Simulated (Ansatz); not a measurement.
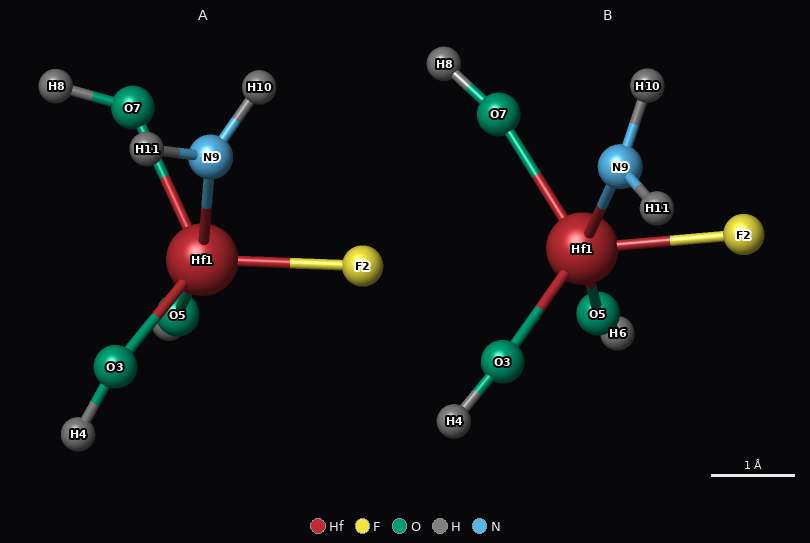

Two geometries of HfNH5O3F (multiplicity 2), drawn at one scale. One is the start of a relaxation, the other its converged end. Style: ball-and-stick. Shown from a free direction.

Theory: UKS PBE/def2-SVP (Ansatz 0.2.0). (collinear spin; force threshold 0.03 eV/Å; at most 50 steps)

Q: Which one is relaxed?

A: Structure A is the relaxed one. The run prepares an end point of a later path (reaction) calculation, from a guessed geometry. The atom that moves furthest after the best rigid fit is H11 (1.48 Å). Largest moves by element: H 1.48 Å, O 0.51 Å, F 0.50 Å, Hf 0.34 Å, N 0.15 Å. Among the contacts that change: Hf1–O7 1.949 → 2.044 Å, Hf1–N9 2.372 → 2.329 Å, Hf1–F2 1.989 → 1.949 Å, Hf1–O3 1.948 → 1.971 Å. Among the angles between lasting bonds that change: Hf1–O7–H8 162.2° → 128.8°, Hf1–O3–H4 163.5° → 131.9°, F2–Hf1–N9 68.7° → 85.9°. Over 29 accepted moves (37 points after the start) the energy falls by 0.142 eV. The largest force component goes from 0.62 to 0.03 eV/Å. The line search rejected the trial steps at points 1, 9, 16, 21, 25, 29, 32, 35 of the run. The forces were under the threshold at step 33, but the run went on from there. The run took 2.1 min on 4 threads of Arm Neoverse V1, on a shared host, peak memory 0.26 GiB.
